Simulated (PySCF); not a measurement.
# C₂H₉AsSi: electronic excitations

Aim: predict the electronic excitations of C₂H₉AsSi (`CC[AsH][SiH3]`).

Programs: PySCF 2.14.0, with density-fitted response routines of our own. Each step states its level of theory. These are calculated values for one molecule in the gas phase, unless marked as measured. Atoms count from 0, in the outputs and in this text.

## (1) Starting geometry

13 atoms, charge 0, multiplicity 1; geometry from: GFN2-xTB.

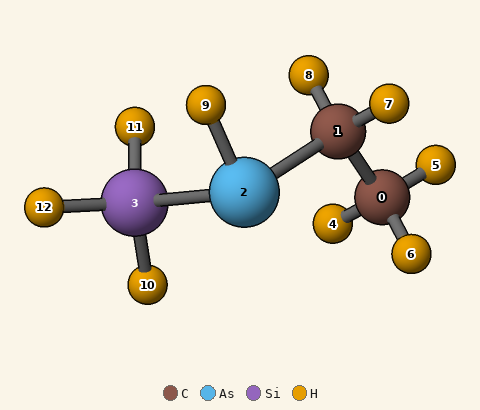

As it starts; carbon brown, arsenic blue, silicon purple, hydrogen amber, atoms numbered.

## (2) Excited states and response: CAM-B3LYP/def2-SVPD

Job settings and geometry (Å):

```
{"job": {"kind": "uv", "xc": "CAM-B3LYP", "basis": "def2-SVPD", "nstates": 8, "ntriplets": 3}, "charge": 0, "multiplicity": 1}
C     -1.664107     0.209922    -0.646369
C     -0.940916    -0.807553     0.225958
As     0.260283     0.093065     1.539994
Si     1.945585     0.677736     0.048038
H     -0.949178     0.784850    -1.236172
H     -2.356235    -0.279423    -1.331503
H     -2.233614     0.907223    -0.029587
H     -1.675147    -1.402163     0.779088
H     -0.367561    -1.497570    -0.398974
H      0.964904    -1.185566     1.926075
H      1.638482     1.966354    -0.591605
H      2.140625    -0.294802    -1.038338
H      3.232490     0.828414     0.735667
```

With the program's defaults for keys left out, this is: TDDFT CAM-B3LYP/def2-SVPD, vertical, gas phase, core orbitals frozen in the response.

The run is started by

```console
$ OMP_NUM_THREADS=1 python probes_run.py task.json out
```

The driver reads the jobs from task.json and runs them one after another.

The program printed:

```text
coarse grid: 46352 points
cycle   1  E = -2606.6224676991  dE = -7.130e-01  |g| = 2.818e-01  |ddm| = 4.311e+00
cycle   2  E = -2606.6318077115  dE = -9.340e-03  |g| = 2.120e-01  |ddm| = 6.120e-01
cycle   3  E = -2606.6401129476  dE = -8.305e-03  |g| = 3.467e-02  |ddm| = 2.842e-01
cycle   4  E = -2606.6404212655  dE = -3.083e-04  |g| = 1.440e-02  |ddm| = 7.046e-02
cycle   5  E = -2606.6404834396  dE = -6.217e-05  |g| = 2.673e-03  |ddm| = 2.325e-02
cycle   6  E = -2606.6404855802  dE = -2.141e-06  |g| = 6.374e-04  |ddm| = 6.055e-03
final grid: 95768 points
cycle   7  E = -2606.6404988418  dE = -1.487e-07  |g| = 5.078e-04  |ddm| = 4.283e-03
cycle   8  E = -2606.6404988632  dE = -2.141e-08  |g| = 4.596e-04  |ddm| = 1.554e-03
cycle   9  E = -2606.6404989159  dE = -5.265e-08  |g| = 2.769e-05  |ddm| = 6.712e-04
cycle  10  E = -2606.6404989162  dE = -3.520e-10  |g| = 1.140e-05  |ddm| = 8.318e-05
converged SCF energy = -2606.6404989162

Static polarisability (au): isotropic 86.633, principal 74.166 85.949 99.785

Singlet excitations
state   eV       nm        f      main configurations
  1   5.8601    211.6   0.03633   H->L 0.84
  2   6.5096    190.5   0.10411   H->L+2 0.91
  3   6.5481    189.3   0.15351   H->L+1 0.83
  4   7.2784    170.3   0.00972   H->L+4 0.65, H->L+3 0.11
  5   7.3192    169.4   0.00146   H->L+3 0.47, H-1->L 0.23, H->L+6 0.12
  6   7.5084    165.1   0.05771   H-1->L 0.61, H->L+3 0.15
  7   7.7579    159.8   0.08447   H->L+5 0.38, H->L+6 0.24, H->L+4 0.13
  8   7.8577    157.8   0.07915   H-1->L+1 0.68, H->L+6 0.10

Triplet excitations (Tamm-Dancoff, eV): 5.1005 5.4609 6.1416
```

It took 44 s on 1 thread of Arm Neoverse N1, shared host; peak memory 0.74 GiB.

Frontier orbitals and where they lie:

| orbital | eV | atoms |
| --- | --- | --- |
| HOMO−3 | -11.24 | Si3 34 %, H11 27 %, H12 8 % |
| HOMO−2 | -10.45 | As2 28 %, H9 21 %, Si3 14 % |
| HOMO−1 | -9.77 | As2 31 %, C1 22 %, Si3 20 % |
| HOMO | -8.29 | As2 61 %, Si3 13 %, C1 11 % |
| LUMO | 0.84 | As2 29 %, C1 14 %, Si3 12 % |
| LUMO+1 | 1.04 | Si3 39 %, As2 22 %, H11 11 % |
| LUMO+2 | 1.41 | Si3 31 %, As2 29 %, C1 10 % |

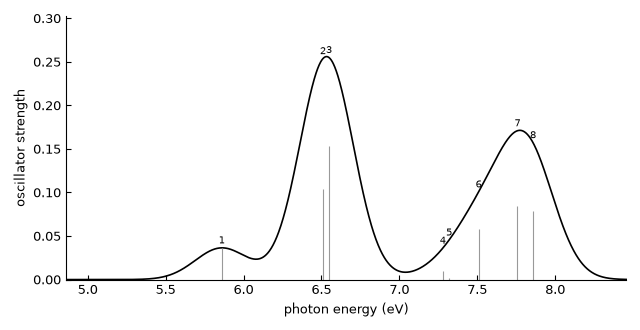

Absorption spectrum from the 8 singlet states computed; above the last one it falls off for lack of states. Lines are broadened to a width of 0.40 eV (Gaussian).

Ground-state properties from the same run:

| property | computed |
| --- | --- |
| dipole moment (D) | 1.09 |
| polarisability (Å³) | 12.84 |
| HOMO–LUMO gap (eV) | 9.13 |
| −ε(HOMO) (eV) | 8.29 |

## (3) What came out

| quantity | value |
| --- | --- |
| lowest singlet (CAM-B3LYP/def2-SVPD) | 5.86 eV (212 nm), f = 0.036 |
| brightest single state of those computed | state 3, 6.55 eV, f = 0.154 |
| lowest triplet | 5.10 eV |

In words: The lowest singlet, at 5.86 eV, is HOMO→LUMO 0.84 and is weak; of the 8 states computed, the strongest absorption comes from state 3 at 6.55 eV (the last state computed is bright too, and its partners may lie past the list). The lowest triplet lies 0.76 eV below the lowest singlet (triplets in Tamm-Dancoff, singlets in full TDDFT).
